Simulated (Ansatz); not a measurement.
**Run report: AlSiH3ClO, frequency calculation**

AlSiH3ClO, multiplicity 2, computed with UKS PBE0-D4/def2-TZVP (Ansatz 0.2.0).

The geometry comes from this level: PBE0-D4/def2-TZVP. Figures and captions count atoms from 1; the log counts them from 0 in places.

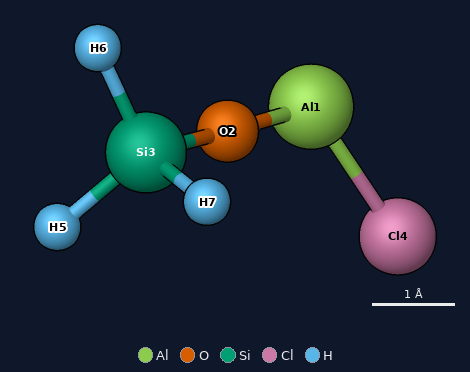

The input geometry (ball-and-stick view, seen at a tilt; atoms are numbered from 1 in the order of the input). Sticks mark near contacts.

### Summary

- outcome: converged
- total energy: −29085.5708 eV
- mean-field energy: −29085.4271 eV
- dispersion energy: −0.1437 eV
- ⟨S²⟩: 0.752
- largest force (length of the vector): 0.005 eV/Å
- dipole moment: 1.38 D
- hardware: 4 CPU threads, shared host
- wall time: 28 s (CPU time 45 s)
- peak memory: 0.84 GiB

### The input
```yaml
crystal:
  periodic: [false, false, false]
  atoms:
    - {symbol: Al, position_ang: [-1.005723, 0.361843, 0.962746]}
    - {symbol: O, position_ang: [-0.645417, -0.231359, -0.562370]}
    - {symbol: Si, position_ang: [-0.269144, -0.823379, -2.033308]}
    - {symbol: Cl, position_ang: [-2.486610, 1.848947, 1.170518]}
    - {symbol: H, position_ang: [-1.459645, -1.481605, -2.631107]}
    - {symbol: H, position_ang: [0.826209, -1.821380, -1.914381]}
    - {symbol: H, position_ang: [0.177615, 0.280642, -2.921830]}
basis:
  gaussian: {orbitals: def2-TZVP}
magnetization: {spin_polarized: true, initial_magnetization: 1}
hamiltonian: {xc: pbe0, dispersion: d4}
phonons: {temperatures: {t_min: 298.15, t_max: 900, t_step: 200}}
```

Launched with:
```bash
ansatz run in.yaml --threads 4 --pin off --events-out ev --progress --plain --max-ram 66560MiB --backend cuda --devices 0, --max-vram 37GiB
```

### Output
```
Functional definition: PBE0
  name "PBE0"
  cite "Adamo & Barone, J. Chem. Phys. 110, 6158 (1999) doi:10.1063/1.478522"
  cite "Perdew, Burke & Ernzerhof, Phys. Rev. Lett. 77, 3865 (1996) doi:10.1103/PhysRevLett.77.3865"
  parent pbe
  parameter a = 0.25
  parameter kappa = 0.804
  parameter beta = 0.06672455060314922
  exchange = (1 - a)*pbe_x(kappa = kappa, mu = beta*pi^2/3) + a*exact_x
  correlation = pbe_c(beta = beta)
1098 factors; their error is unknown
mean field evaluation 1: about -29079.0152 eV, gradient 4.3e1 eV
mean field evaluation 2: about -29048.2635 eV, gradient 9.3e1 eV
mean field evaluation 4: about -29085.2453 eV, gradient 4.7e0 eV
mean field evaluation 8: about -29085.4270 eV, gradient 1.0e-1 eV
mean field evaluation 16: about -29085.4271 eV, gradient 4.0e-5 eV
mean field -29085.42708218 eV, -1068.8697304596 hartree, gradient 4.0e-5 eV, S^2 0.751671; 0 other end points of the search recorded, 0 dependent functions left out
the calculation of the forces begins
reference -29085.42711605 eV, -1068.8697317043 hartree; 28, 27 occupied and 132, 133 virtual orbitals, 1098 factors
these checks for a lower state are left out or cut short: stability, starts, cluster_reference, orbital_swaps, neighbouring_geometries, increment
1098 factors; their error is unknown
mean field -29085.42705065 eV, -1068.8697293008 hartree, gradient 2.6e-6 eV, S^2 0.751673; 0 other end points of the search recorded, 0 dependent functions left out
[... from here on the field's lines of each further geometry are left out, up to the last ...]
the calculation of the forces begins
reference -29085.42708643 eV, -1068.8697306159 hartree; 28, 27 occupied and 132, 133 virtual orbitals, 1098 factors
these checks for a lower state are left out or cut short: stability, starts, cluster_reference, orbital_swaps, neighbouring_geometries, increment
1098 factors; their error is unknown
mean field -29085.42706312 eV, -1068.8697297592 hartree, gradient 2.2e-6 eV, S^2 0.751671; 0 other end points of the search recorded, 0 dependent functions left out
the calculation of the forces begins
reference -29085.42709700 eV, -1068.8697310040 hartree; 28, 27 occupied and 132, 133 virtual orbitals, 1098 factors
Total energy: -29085.57081010 eV, -1068.8750123632 hartree
Atom 0 at    -1.005723     0.361843     0.962746 Å, force     0.000139    -0.001002    -0.001820 eV/Å
Atom 1 at    -0.645417    -0.231359    -0.562370 Å, force    -0.001695     0.002671     0.004488 eV/Å
Atom 2 at    -0.269144    -0.823379    -2.033308 Å, force     0.000981    -0.000776    -0.002668 eV/Å
Atom 3 at    -2.486610     1.848947     1.170518 Å, force     0.000321    -0.000387    -0.000328 eV/Å
Atom 4 at    -1.459645    -1.481605    -2.631107 Å, force    -0.000033     0.000123     0.000759 eV/Å
Atom 5 at     0.826209    -1.821380    -1.914381 Å, force     0.000210    -0.000383    -0.000542 eV/Å
Atom 6 at     0.177615     0.280642    -2.921830 Å, force     0.000076    -0.000246     0.000110 eV/Å
Dipole moment:     0.203936    -0.187998     0.076643 e Å
Vibrations: 5.74 28.03 84.81 182.67 463.26 597.02 729.85 730.04 954.51 957.64 983.65 1136.53 2222.32 2226.25 2227.09 cm⁻¹, zero-point energy 0.838717 eV
```

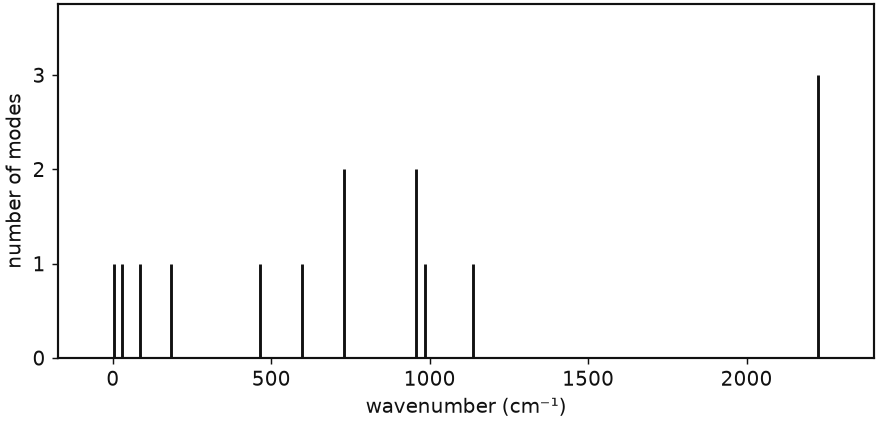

Harmonic vibrational wavenumbers from the force constants; neighbouring modes closer than 10 cm⁻¹ are counted in one stick. 15 modes from 5 to 2227 cm⁻¹, none imaginary.

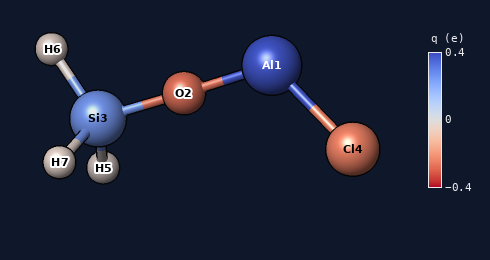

Mulliken charges, as the colour of each atom (ball-and-stick view, seen at a tilt; atoms are numbered from 1 in the order of the input; Mulliken charges depend strongly on the basis). By element: Al +0.38, O −0.27, Si +0.24, Cl −0.25 and H −0.04 e.
